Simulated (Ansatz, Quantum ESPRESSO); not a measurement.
# 1T-PtSe2, 2 layers, AA stacking: the energy at a withheld member of a series

**Set-up.** Quantum ESPRESSO 7.5, PBE-D3(BJ), GBRV ultrasoft. Cell and atoms are first relaxed with a D3(BJ) correction; each strained cell is then held and the atoms relax in it. A periodic run with 15 Å of vacuum in the starting cell gives the vacuum levels, and bands follow along a path. The series steps biaxial strain. Energies count from the lowest.

```
biaxial strain  energy (eV)
          -4 %       0.2265
          -3 %       0.1278
          -2 %       0.0570
          -1 %       0.0144
           0 %       0.0000
           1 %       0.0133
           2 %       0.0536
           3 %       0.1200
```

**Question.** What is the energy at 4 %?

**Fit.** The rows at 2 % and 3 % give a slope of (0.1200 − (0.0536))/(3 − (2)) = 0.0664, so a straight line gives 0.1864 eV. A parabola through these and the row at 1 % gives 0.2125 eV.

What the calculation gave: 0.2113 eV. The line misses by −0.0249 and the parabola by +0.0012 eV. The parabola does better.

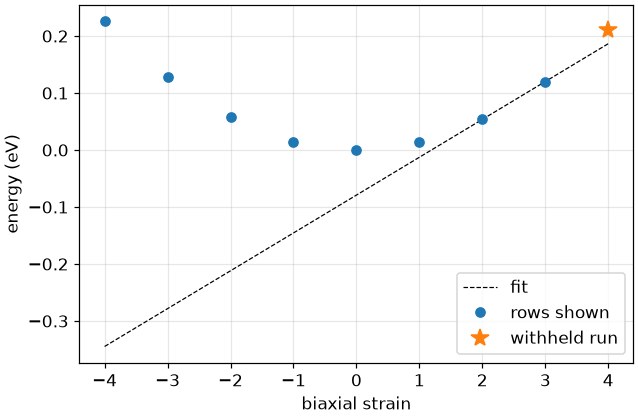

The rows shown, the fit and the withheld run.

**Limits.** Semilocal gaps are too small; the 1×1 cell can't ripple over many cells under compression as a free sheet would. No spin-orbit coupling.

[Logs are printed without paths, hosts, clocks, repeated set-up lines and the standing remarks that a program may print on its own settings, such as how far it seeks lower states.]
